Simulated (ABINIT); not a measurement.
# A GW chain in ABINIT: SiC (F-43m), part 2 of 3

Wanted: ground state, empty states, screening and self-energy for SiC (F-43m).

ABINIT 10.8.3; PBE and many-body steps on it, plane waves. Known limits of the many-body steps: not at the basis limit.

So far. Step 2 (Ground state): The gap is indirect, with the least direct gap 3.19 eV higher.

## Step 3: Bands along the symmetry lines

Level of this step: DFT, PBE, plane waves, norm-conserving pseudopotentials (ABINIT).

Levels along a band path, at the cheap level, show where the edges lie and whether the meshes to come will hold them.

run.abi reads:

```
acell 3*1.0 Angstrom
rprim 
  -0.000000000000 2.179000000000 2.179000000000
  2.179000000000 -0.000000000000 2.179000000000
  2.179000000000 2.179000000000 -0.000000000000
ntypat 2
znucl 14 6
natom 2
typat 1 2
xred 
  0.000000000000 0.000000000000 0.000000000000
  0.250000000000 0.250000000000 0.250000000000
pp_dirpath "pseudos"
pseudos "Si.upf, C.upf"
ecut 37
iscf -2
irdden 1
kptopt 0
nkpt 50
kpt 
  0.00000000 0.00000000 0.00000000
  -0.06250000 -0.06250000 0.00000000
  -0.12500000 -0.12500000 0.00000000
  -0.18750000 -0.18750000 0.00000000
  -0.25000000 -0.25000000 0.00000000
  -0.31250000 -0.31250000 0.00000000
  -0.37500000 -0.37500000 0.00000000
  -0.43750000 -0.43750000 0.00000000
  -0.50000000 -0.50000000 0.00000000
  -0.48437500 -0.48437500 0.03125000
  -0.46875000 -0.46875000 0.06250000
  -0.45312500 -0.45312500 0.09375000
  -0.43750000 -0.43750000 0.12500000
  -0.42187500 -0.42187500 0.15625000
  -0.40625000 -0.40625000 0.18750000
  -0.39062500 -0.39062500 0.21875000
  -0.37500000 -0.37500000 0.25000000
  -0.37500000 0.00000000 0.37500000
  -0.32812500 0.00000000 0.32812500
  -0.28125000 0.00000000 0.28125000
  -0.23437500 0.00000000 0.23437500
  -0.18750000 0.00000000 0.18750000
  -0.14062500 0.00000000 0.14062500
  -0.09375000 0.00000000 0.09375000
  -0.04687500 0.00000000 0.04687500
  0.00000000 0.00000000 0.00000000
  0.00000000 0.00000000 0.06250000
  0.00000000 0.00000000 0.12500000
  0.00000000 0.00000000 0.18750000
  0.00000000 0.00000000 0.25000000
  0.00000000 0.00000000 0.31250000
  0.00000000 0.00000000 0.37500000
  0.00000000 0.00000000 0.43750000
  0.00000000 0.00000000 0.50000000
  -0.06250000 -0.03125000 0.46875000
  -0.12500000 -0.06250000 0.43750000
  -0.18750000 -0.09375000 0.40625000
  -0.25000000 -0.12500000 0.37500000
  -0.31250000 -0.15625000 0.34375000
  -0.37500000 -0.18750000 0.31250000
  -0.43750000 -0.21875000 0.28125000
  -0.50000000 -0.25000000 0.25000000
  -0.50000000 -0.28125000 0.21875000
  -0.50000000 -0.31250000 0.18750000
  -0.50000000 -0.34375000 0.15625000
  -0.50000000 -0.37500000 0.12500000
  -0.50000000 -0.40625000 0.09375000
  -0.50000000 -0.43750000 0.06250000
  -0.50000000 -0.46875000 0.03125000
  -0.50000000 -0.50000000 0.00000000
istwfk *1
nband 11
nbdbuf 2
tolwfr 1e-08
nstep 40
prtwf 0
prtvol 0
indata_prefix "in"
outdata_prefix "out"
tmpdata_prefix "tmp"
```

The run is started by

```bash
> OMP_NUM_THREADS=1 mpirun -n 8 abinit run.abi > log
```

Numbers of over 12 decimals in the logs are rounded to 6 here.

What it wrote:

```text
.Version 10.8.3 of ABINIT. v10.8.2 released Aug 2026.

 Symmetries : space group F-4 3 m (#216); Bravais cF (face-center cubic)
[... echo of the input left out ...]
== DATASET  1 ==================================================================
-   mpi_nproc: 8, omp_nthreads: 1 (-1 if OMP is not activated)

--- !DatasetInfo
iteration_state: {dtset: 1, }
dimensions: {natom: 2, nkpt: 50, mband: 11, nsppol: 1, nspinor: 1, nspden: 1, mpw: 1524, }
cutoff_energies: {ecut:  37.0, pawecutdg:  -1.0, }
electrons: {nelect:   8.00000000E+00, charge:   0.00000000E+00, occopt:   1.00000000E+00, tsmear:   1.00000000E-02, }

 Real(R)+Recip(G) space primitive vectors, cartesian coordinates (Bohr,Bohr^-1):
 R(1)=  0.0000000  4.1177132  4.1177132  G(1)= -0.1214266  0.1214266  0.1214266
 R(2)=  4.1177132  0.0000000  4.1177132  G(2)=  0.1214266 -0.1214266  0.1214266
 R(3)=  4.1177132  4.1177132  0.0000000  G(3)=  0.1214266  0.1214266 -0.1214266
 Unit cell volume ucvol=  1.3963629E+02 bohr^3
 Angles (23,13,12)=  6.00000000E+01  6.00000000E+01  6.00000000E+01 degrees

 getcut: wavevector=  0.0000  0.0000  0.0000  ngfft=  32  32  32
         ecut(hartree)=     37.000   => boxcut(ratio)=   2.00684

--- Pseudopotential description ------------------------------------------------
- Si Generated using ONCVPSP code by D. R. Hamann
- 14.00000   4.00000  171031                  znucl, zion, pspdat
12 -101130 2 -1 1510                          pspcod,pspxc,lmax,lloc,mmax
     nproj     2     2     2
  pspatm : epsatm=    9.34321561
         --- l  ekb(1:nproj) -->
             0    5.168965    0.829883
             1    2.571282    0.578307
             2   -2.427311   -0.488097
 pspatm: atomic psp has been read  and splines computed

- C Generated using ONCVPSP code by D. R. Hamann
-  6.00000   4.00000  171031                  znucl, zion, pspdat
12 -101130 1 -1 1248                          pspcod,pspxc,lmax,lloc,mmax
     nproj     2     2     0
  pspatm : epsatm=    4.31346680
         --- l  ekb(1:nproj) -->
[...]
pspatm: atomic psp has been read  and splines computed

--------------------------------------------------------------------------------

================================================================================
 prteigrs : about to open file out_EIG
 Non-SCF case, kpt    1 (  0.00000  0.00000  0.00000), residuals and eigenvalues=
  7.31E-09  4.96E-09  5.11E-09  9.57E-09  4.44E-09  2.28E-09  5.11E-09  7.08E-09
[...]
-3.1511E-01  2.5118E-01  2.5118E-01  2.5118E-01  4.7989E-01  5.1987E-01
  5.1987E-01  5.1987E-01  7.8510E-01  7.8510E-01  8.5604E-01
 Non-SCF case, kpt    2 ( -0.06250 -0.06250  0.00000), residuals and eigenvalues=
  9.46E-10  3.51E-09  2.94E-09  7.57E-09  2.73E-09  5.13E-09  2.12E-09  7.33E-09
[...]
-3.1136E-01  2.3949E-01  2.4389E-01  2.4389E-01  4.8954E-01  5.1068E-01
[...]
1.01E-09  2.75E-09  3.28E-09  3.77E-09  2.35E-09  4.84E-09  1.51E-09  8.94E-09
[...]
-3.0018E-01  2.1014E-01  2.2553E-01  2.2553E-01  4.7852E-01  5.1628E-01
  5.5867E-01  5.5867E-01  6.7428E-01  8.0189E-01  9.1296E-01
[...]
Non-SCF case, kpt   49 ( -0.50000 -0.46875  0.03125), residuals and eigenvalues=
[...]
-1.3046E-01 -3.4798E-02  1.3098E-01  1.3132E-01  3.0612E-01  4.1484E-01
  7.5986E-01  7.6594E-01  7.9086E-01  9.7615E-01  1.0605E+00
 Non-SCF case, kpt   50 ( -0.50000 -0.50000  0.00000), residuals and eigenvalues=
[...]
-1.3075E-01 -3.5551E-02  1.3389E-01  1.3389E-01  3.0121E-01  4.1043E-01
  7.6569E-01  7.6569E-01  7.9395E-01  9.8755E-01  1.0706E+00

--- !ResultsGS
iteration_state: {dtset: 1, }
comment   : Summary of ground state results
lattice_vectors:
- [ -0.0000000,   4.1177132,   4.1177132, ]
- [  4.1177132,  -0.0000000,   4.1177132, ]
- [  4.1177132,   4.1177132,  -0.0000000, ]
lattice_lengths: [   5.82333,    5.82333,    5.82333, ]
lattice_angles: [ 60.000,  60.000,  60.000, ] # degrees, (23, 13, 12)
lattice_volume:   1.3963629E+02
convergence: {deltae:  0.000E+00, res2:  0.000E+00, residm:  9.981E-09, diffor:  0.000E+00, }
etotal    :  -1.02697872E+01
entropy   :   0.00000000E+00
fermie    :   2.51183540E-01
cartesian_stress_tensor: null
pressure_GPa: null
xred      :
- [  0.0000E+00,   0.0000E+00,   0.0000E+00, Si]
- [  2.5000E-01,   2.5000E-01,   2.5000E-01,  C]
cartesian_forces: null
force_length_stats: {min: null, max: null, mean: null, }

 Integrated electronic density in atomic spheres:
 ------------------------------------------------
 Atom  Sphere_radius  Integrated_density
[...]
================================================================================

 ----iterations are completed or convergence reached----

 Mean square residual over all n,k,spin=   47.481E-10; max=  99.808E-10
 reduced coordinates (array xred) for    2 atoms
[...]
cartesian coordinates (angstrom) at end:
    1      0.000000     0.000000     0.000000
    2      1.089500     1.089500     1.089500
 length scales=  1.889726125908  1.889726125908  1.889726125908 bohr
              =  1.000000000000  1.000000000000  1.000000000000 angstroms
 prteigrs : about to open file out_EIG
 Eigenvalues (hartree) for nkpt=  50  k points:
 kpt#   1, nband= 11, wtk=  1.00000, kpt=  0.0000  0.0000  0.0000 (reduced coord)
[...]
kpt#   2, nband= 11, wtk=  1.00000, kpt= -0.0625 -0.0625  0.0000 (reduced coord)
[...]
kpt#   3, nband= 11, wtk=  1.00000, kpt= -0.1250 -0.1250  0.0000 (reduced coord)
[...]
kpt#  49, nband= 11, wtk=  1.00000, kpt= -0.5000 -0.4687  0.0313 (reduced coord)
  -0.13046   -0.03480    0.13098    0.13132    0.30612    0.41484    0.75986    0.76594
   0.79086    0.97615    1.06049
 kpt#  50, nband= 11, wtk=  1.00000, kpt= -0.5000 -0.5000  0.0000 (reduced coord)
  -0.13075   -0.03555    0.13389    0.13389    0.30121    0.41043    0.76569    0.76569
   0.79395    0.98755    1.07056

== END DATASET(S) ==============================================================
================================================================================

 -outvars: echo values of variables after computation  --------
            nband          11
             nkpt          50
          spgroup         216
 [... the other variables as echoed above ...]

 Calculation completed.
```

It took 2.9 s on 8 MPI ranks of Arm Neoverse V1, shared host; peak memory 0.07 GiB.

Numbers from this step:

```
gap                        : 1.361 eV
k of the valence top       : 0, 0, 0
k of the conduction bottom : -0.5, -0.5, 0
least direct gap           : 4.553 eV
```

The gap is 1.361 eV, as in the run before at this level.

The electronic bands at the labelled points (eV, zero at the top of the highest filled band; v1 is the highest filled band, c1 the lowest empty one):

| point | v4 | v3 | v2 | v1 | c1 | c2 | c3 | c4 |
| --- | --- | --- | --- | --- | --- | --- | --- | --- |
| Γ | -15.41 | 0.00 | 0.00 | 0.00 | 6.22 | 7.31 | 7.31 | 7.31 |
| X | -10.39 | -7.80 | -3.19 | -3.19 | 1.36 | 4.33 | 14.00 | 14.00 |
| U | -10.39 | -7.28 | -5.55 | -2.60 | 3.11 | 7.78 | 11.84 | 12.45 |
| jump to K | -10.39 | -7.28 | -5.55 | -2.60 | 3.11 | 7.78 | 11.84 | 12.45 |
| Γ | -15.41 | 0.00 | 0.00 | 0.00 | 6.22 | 7.31 | 7.31 | 7.31 |
| L | -11.84 | -8.54 | -1.05 | -1.05 | 5.43 | 7.23 | 7.23 | 10.05 |
| W | -10.16 | -7.03 | -4.99 | -4.69 | 5.21 | 9.44 | 9.45 | 9.79 |
| X | -10.39 | -7.80 | -3.19 | -3.19 | 1.36 | 4.33 | 14.00 | 14.00 |

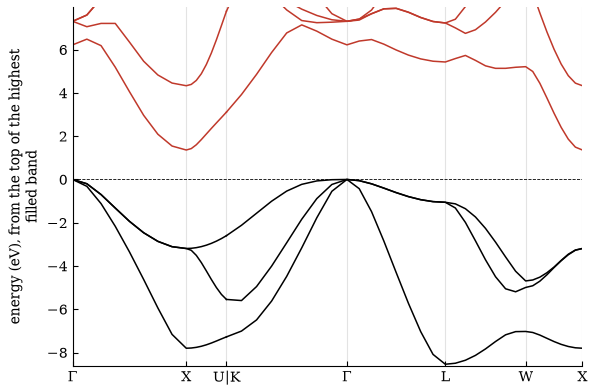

Electronic bands along the path; lines of filled and empty bands in two colours.

## Step 4: Empty states on the mesh, 6×6×6 mesh, 107 bands

The sums over transitions need many empty states on a uniform mesh; this step solves for them.

run.abi reads:

```
acell 3*1.0 Angstrom
rprim 
  -0.000000000000 2.179000000000 2.179000000000
  2.179000000000 -0.000000000000 2.179000000000
  2.179000000000 2.179000000000 -0.000000000000
ntypat 2
znucl 14 6
natom 2
typat 1 2
xred 
  0.000000000000 0.000000000000 0.000000000000
  0.250000000000 0.250000000000 0.250000000000
pp_dirpath "pseudos"
pseudos "Si.upf, C.upf"
ecut 37
ngkpt 6 6 6
nshiftk 1
shiftk 0 0 0
kptopt 1
chksymbreak 0
irdden 1
istwfk *1
nband 107
prtvol 0
optdriver 6
gwr_task "HDIAGO"
paral_kgb 0
occopt 1
indata_prefix "in"
outdata_prefix "out"
tmpdata_prefix "tmp"
```

What it wrote:

```text
[banner, memory and clock lines left out]
.Version 10.8.3 of ABINIT. v10.8.2 released Aug 2026.

 Symmetries : space group F-4 3 m (#216); Bravais cF (face-center cubic)
[... echo of the input left out ...]
== DATASET  1 ==================================================================
-   mpi_nproc: 8, omp_nthreads: 1 (-1 if OMP is not activated)

--- !DatasetInfo
iteration_state: {dtset: 1, }
dimensions: {natom: 2, nkpt: 16, mband: 107, nsppol: 1, nspinor: 1, nspden: 1, mpw: 1524, }
cutoff_energies: {ecut:  37.0, pawecutdg:  -1.0, }
electrons: {nelect:   8.00000000E+00, charge:   0.00000000E+00, occopt:   1.00000000E+00, tsmear:   1.00000000E-02, }

.Using double precision arithmetic; gwpc =  8

- Reading GS density from: in_DEN

--- Pseudopotential description ------------------------------------------------
- Si Generated using ONCVPSP code by D. R. Hamann
- 14.00000   4.00000  171031                  znucl, zion, pspdat
12 -101130 2 -1 1510                          pspcod,pspxc,lmax,lloc,mmax
     nproj     2     2     2
  pspatm : epsatm=    9.34321561
         --- l  ekb(1:nproj) -->
             0    5.168965    0.829883
             1    2.571282    0.578307
             2   -2.427311   -0.488097
 pspatm: atomic psp has been read  and splines computed

- C Generated using ONCVPSP code by D. R. Hamann
-  6.00000   4.00000  171031                  znucl, zion, pspdat
12 -101130 1 -1 1248                          pspcod,pspxc,lmax,lloc,mmax
     nproj     2     2     0
  pspatm : epsatm=    4.31346680
         --- l  ekb(1:nproj) -->
             0    6.481548    0.385504
             1   -4.199961   -0.877517
 pspatm: atomic psp has been read  and splines computed

   1.09253459E+02                                ecore*ucvol(ha*bohr**3)

 Total charge density [el/Bohr^3]
)     Maximum=    2.7627E-01  at reduced coord.    0.1875    0.2188    0.4063
)     Minimum=    1.3992E-03  at reduced coord.    0.0000    0.0000    0.0000
   Integrated=    8.0000E+00

 === KS gaps after direct diagonalization ===
 Indirect band gap semiconductor
 Fundamental gap:     1.361 (eV)
   VBM:     6.835 (eV) at k: [ 0.0000E+00,  0.0000E+00,  0.0000E+00]
   CBM:     8.196 (eV) at k: [ 5.0000E-01,  5.0000E-01,  0.0000E+00]
 Direct gap:         4.553 (eV) at k: [ 5.0000E-01,  5.0000E-01,  0.0000E+00]

== END DATASET(S) ==============================================================

 -outvars: echo values of variables after computation  --------
           etotal      0.0000000000E+00
            nband         107
             nkpt          16
          spgroup         216
 [... the other variables as echoed above ...]

 Calculation completed.
```

It took 8.2 s on 8 MPI ranks; peak memory 1.5 GiB.

This step gave:

- gap: 1.361 eV
- k of the valence top: 0, 0, 0
- k of the conduction bottom: 0.5, 0.5, 0
- least direct gap: 4.553 eV
- k points computed: 16
- lowest point of the top converged band, above the valence top: 141.1380 eV

On this mesh the gap is 1.361 eV.

## Step 5: Screening, 6×6×6 mesh, 99 bands, screening to 217.7 eV

The RPA dielectric matrix is built and inverted for each q.

This step: RPA screening on PBE, plane waves, norm-conserving pseudopotentials.

Changes to run.abi since step 4:

```diff
@@ -20,10 +20,11 @@
 chksymbreak 0
-irdden 1
 istwfk *1
-nband 107
-prtvol 0
-optdriver 6
-gwr_task "HDIAGO"
-paral_kgb 0
 occopt 1
+irdwfk 1
+optdriver 3
+nband 99
+ecuteps 8
+inclvkb 2
+awtr 1
+symchi 1
 indata_prefix "in"
```

What it wrote:

```text
.Version 10.8.3 of ABINIT. v10.8.2 released Aug 2026.

 Symmetries : space group F-4 3 m (#216); Bravais cF (face-center cubic)
[... echo of the input left out ...]
== DATASET  1 ==================================================================
-   mpi_nproc: 8, omp_nthreads: 1 (-1 if OMP is not activated)

--- !DatasetInfo
iteration_state: {dtset: 1, }
dimensions: {natom: 2, nkpt: 16, mband: 99, nsppol: 1, nspinor: 1, nspden: 1, mpw: 1524, }
cutoff_energies: {ecut:  37.0, pawecutdg:  -1.0, }
electrons: {nelect:   8.00000000E+00, charge:   0.00000000E+00, occopt:   1.00000000E+00, tsmear:   1.00000000E-02, }

 SCREENING: Calculation of the susceptibility and dielectric matrices

 Based on a program developped by R.W. Godby, V. Olevano, G. Onida, and L. Reining.
 Incorporated in ABINIT by V. Olevano, G.-M. Rignanese, and M. Torrent.
.Using double precision arithmetic ; gwpc =  8

[... cell and pseudopotentials left out ...]
--------------------------------------------------------------------------------

 ==== K-mesh for the wavefunctions ====
 Number of points in the irreducible wedge :    16
[... list of points left out ...]
 Together with 24 symmetry operations and time-reversal symmetry
 yields   216 points in the full Brillouin Zone.

 ==== Q-mesh for the screening function ====
 Number of points in the irreducible wedge :    16
[... list of points left out ...]
 Together with 24 symmetry operations and time-reversal symmetry
 yields   216 points in the full Brillouin Zone.

 setmesh: FFT mesh size selected  =    24x   24x   24
          total number of points  =        13824

 vcoul_init : cutoff-mode = AUXILIARY_FUNCTION
 q-points for optical limit:   1
     1)      0.000010    0.000020    0.000030

- screening: taking advantage of time-reversal symmetry
- Maximum band index for partially occupied states nbvw = 4
- Remaining bands to be divided among processors   nbcw = 95
- Number of bands treated by each node ~11

 Number of electrons calculated from density =    8.0000; Expected =    8.0000
 average of density, n =  0.057292
 r_s =    1.6092
 omega_plasma =   23.0888 [eV]

 calculating chi0 at frequencies [eV] :
  1    0.000000E+00    0.000000E+00
  2    0.000000E+00    2.308880E+01

--------------------------------------------------------------------------------
  q-point number  1        q = ( 0.000000, 0.000000, 0.000000) [r.l.u.]
--------------------------------------------------------------------------------
[... chi0 elements left out ...]
 For q-point:  0.000010 0.000020 0.000030
  dielectric constant =   7.0822
  dielectric constant without local fields =   7.7434

  Average fulfillment of the sum rule on Im[epsilon] for q-point    1 :     91.32  [%]
[... wings left out ...]
  q-point number  2        q = ( 0.166667, 0.000000, 0.000000) [r.l.u.]
--------------------------------------------------------------------------------
[... chi0 elements left out ...]
  Average fulfillment of the sum rule on Im[epsilon] for q-point    2 :     95.94  [%]

 [... 14 further q-points ...]
```

It took 22 s on 8 MPI ranks; peak memory 1.1 GiB.

This step gave:

| Property | Result |
| --- | --- |
| ε∞ with local fields, on this mesh, along the program's q direction | 7.082 |
| the same without local fields | 7.743 |
| plasma frequency | 23.09 eV |
| plane waves in the screening matrix | 169 |

Local fields lower ε∞ by 9 %.

[end of part 2 of 3]

[Paths, hosts, dates, memory and timing lines, banners, echoed tables and standing remarks are left out of the program output.]

[Logs are printed without paths, hosts, clocks, repeated set-up lines and the standing remarks that a program may print on its own settings, such as how far it seeks lower states.]

[Runs of the session that timed out or met a known fault of the program may be left out.]

[Hosts, paths, dates, database ids (printed as entryN), source tags and the programs' standing remarks are cut or masked in the printed files.]

[G0W0 gaps are taken among the corrected bands and points alone; a level outside them can change the order at an edge.]

[Where Ansatz stands beside ABINIT at settings called matched, ABINIT's density can come from a denser mesh and the files from another edition; pairs whose starting gaps differed by over 0.03 eV were left out, so agreement reads better than it is.]
